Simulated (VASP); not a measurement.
Band structure of TiC (rock salt). Method: PBE GGA, VASP's PBE PAW potentials (set 64) (plane waves; VASP).

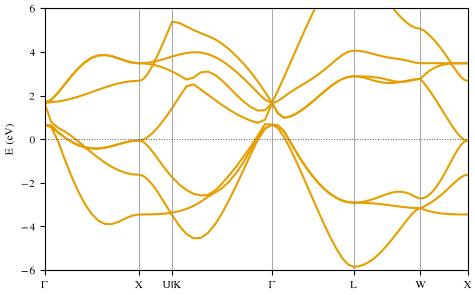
*Bands along high-symmetry lines, zero at the valence-band maximum or, without a gap, the Fermi level*

**Question.** Read the plot: is there a gap, and where are the band edges?

**Answer.** It has no gap at this level: it comes out as a metal or semimetal. (Edges off the drawn lines would not show.)

The compound is TiC in the rock salt structure. It was relaxed first.
